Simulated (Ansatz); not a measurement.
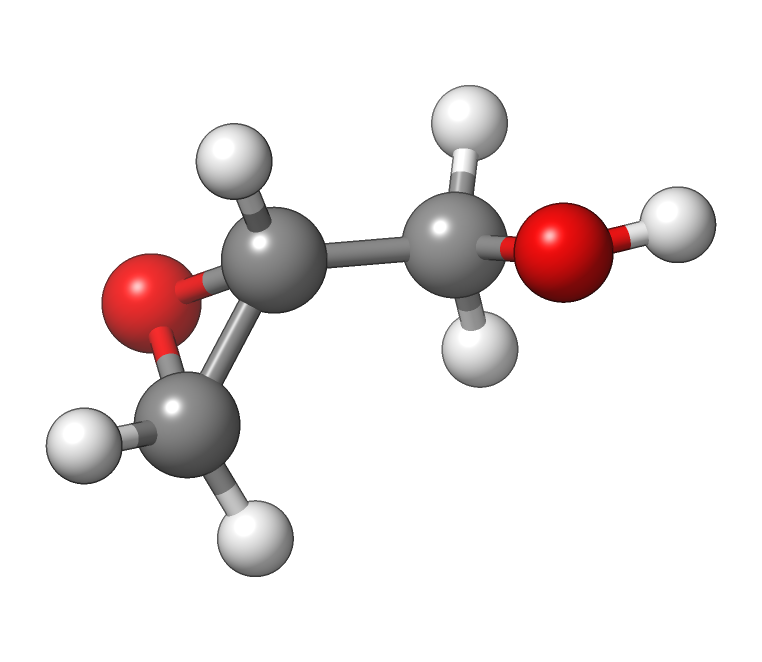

Rendered structure (ball-and-stick style). Every bond is drawn as one stick, whatever its order. Colours: oxygen red, carbon grey, hydrogen white.

The computed structure is the end point of a PBE0-D4/def2-TZVP optimisation. No frequency run is at hand to confirm it as a minimum.

Count the atoms of each element.

C₃H₆O₂, 11 atoms: 3 carbon, 6 hydrogen and 2 oxygen.

What is the point group of this geometry?

C1.

How many bonds of each kind are drawn?

5 C–H, 3 C–O, 2 C–C, 1 O–H.

Write the SMILES.

OC[C@@H]1CO1

The parts below concern this one geometry. Atoms keep their numbers from picture to picture.

**Shape**

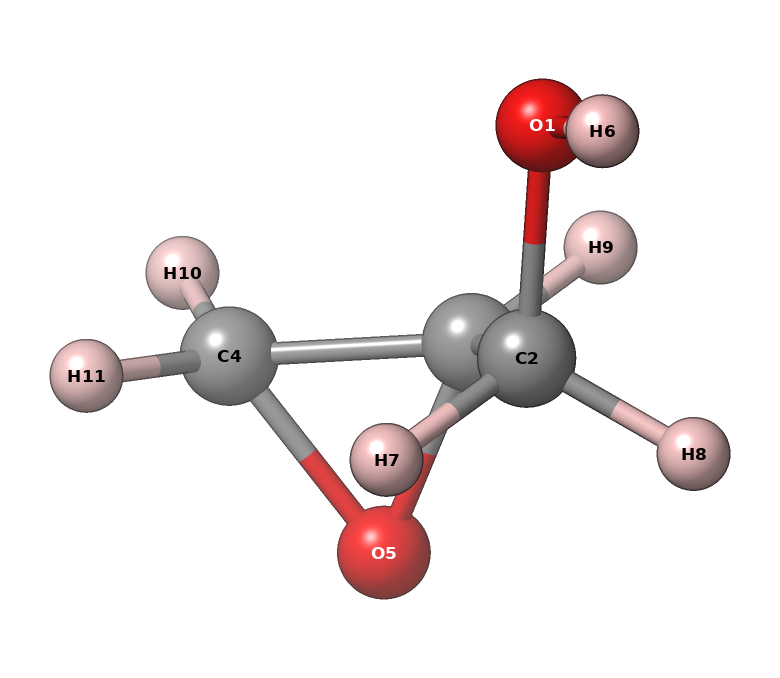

C3 lies behind C2. The molecule seen a little off the C2–C3 bond, C2 in front. Distant atoms are faded towards the background colour. No frequency run is at hand to confirm it as a minimum.

What is the torsion angle O1–C2–C3–O5? The sign is positive where the front bond must turn clockwise to cover the back bond.

−163°, antiperiplanar (anti).

**Electronic properties**

No frequency run is at hand to confirm it as a minimum. Level of theory: RKS PBE0-D4/def2-TZVPP (Ansatz 0.2.0).

Computed properties:

- HOMO energy (Kohn–Sham orbital): −7.93 eV
- LUMO energy (Kohn–Sham orbital): 0.85 eV
- HOMO–LUMO gap: 8.78 eV
- dispersion correction: −13.8 kJ/mol

**Dipole moment**

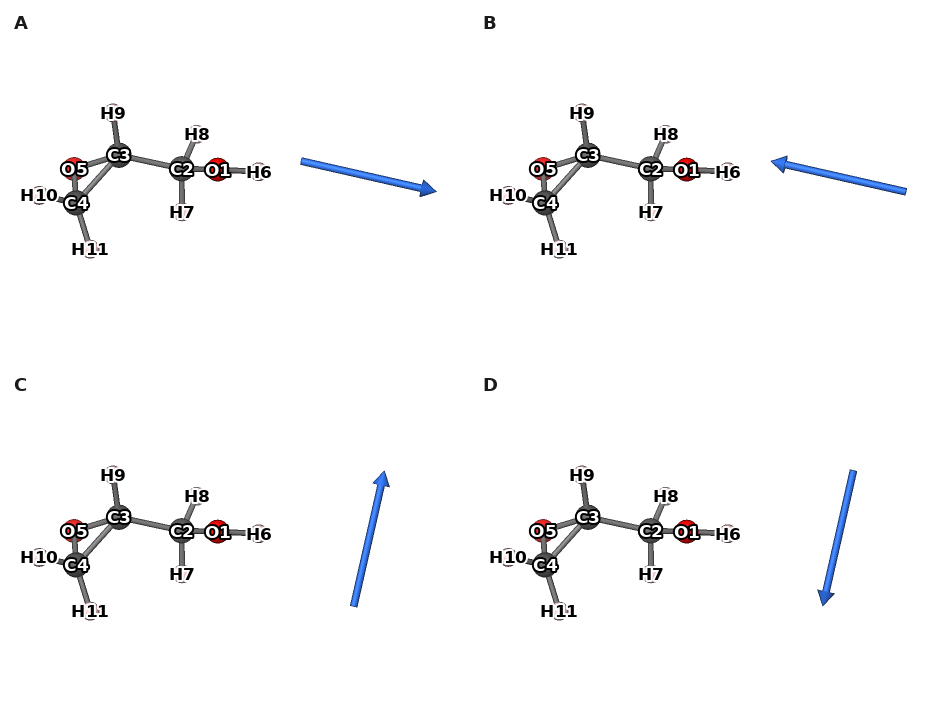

The same molecule four times, each with an arrow. No frequency run is at hand to confirm it as a minimum. Method: RKS PBE-D4/def2-TZVPP (Ansatz 0.2.0).

Which arrow points along the dipole moment, from the negative to the positive end?

A. The dipole moment is 1.54 D; it points from the side of H10 to the side of H6 (the outermost atoms at the two ends).

**Charges**

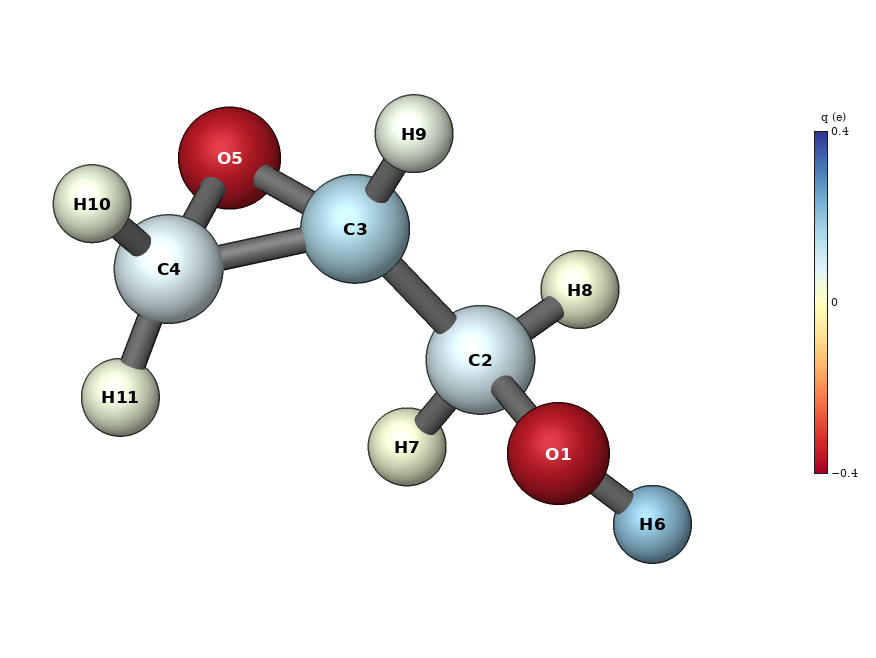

Atoms are coloured by their Mulliken charges. No frequency run is at hand to confirm it as a minimum. Level of theory: RKS r2SCAN-D4/def2-TZVPP (Ansatz 0.2.0).

Which atom carries the highest charge (most positive or least negative)?

H6 (0.20 e).

And the lowest?

O1, O5 (−0.36 e).

Give the Mulliken charges atom by atom.

```
atom  value (e)
  O1      −0.36
  C2       0.09
  C3       0.15
  C4       0.08
  O5      −0.36
  H6       0.20
  H7       0.03
  H8       0.03
  H9       0.05
 H10       0.04
 H11       0.04
```

Mulliken values depend strongly on the basis set and can even reverse the polarity of a bond.
